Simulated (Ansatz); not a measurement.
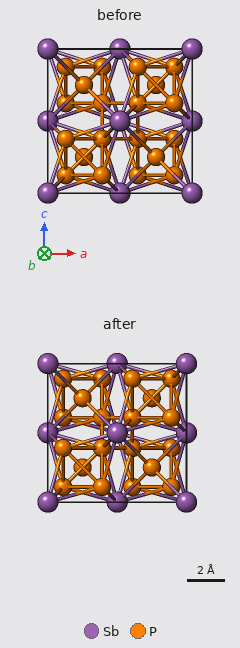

The structure of a crystal of SbP5 (a generated structure, set up in F-43m) (coarse preliminary run) before (top) and after (bottom) a relaxation, at one scale.

A ball-and-stick model of the conventional cell (4 times the calculation's cell), seen along the b axis. Lengths and directions refer to the drawn axes.

Theory: Ansatz 0.2.0, DFT PBE, scalar-relativistic, plane waves, PAW. (plane-wave cutoff 420 eV; k-point mesh 4 × 4 × 4; occupations gaussian; smearing width 0.1 eV; no spin polarisation; cell and atoms relaxed; force threshold 0.04 eV/Å; at most 70 steps)

### Summarise the run.

After 7 accepted moves (8 points after the start) the energy has fallen by 0.939 eV per cell of the calculation. The largest force component goes from 0.072 to 0.0035 eV/Å. Pressure: −10.46 GPa at the start and −0.03 GPa at the end. At 1 point the geometry stayed and the basis and grid were re-selected for the new cell (energy shift of 1.5 meV per cell of the calculation at most each time). The largest moves relative to the cell, 0.19 Å, are those of P atoms. Sb stays in place. The drawn cell changes as follows: a = b = c 7.880 → 7.575 Å (−3.9 %); the volume changes by −11.2 %. Some distances before and after: P–P 2.759 → 2.346 Å, P–P 2.813 → 3.010 Å, P–Sb 3.412 → 3.280 Å, P–Sb 3.270 → 3.182 Å. The space group stays F-43m (No. 216).
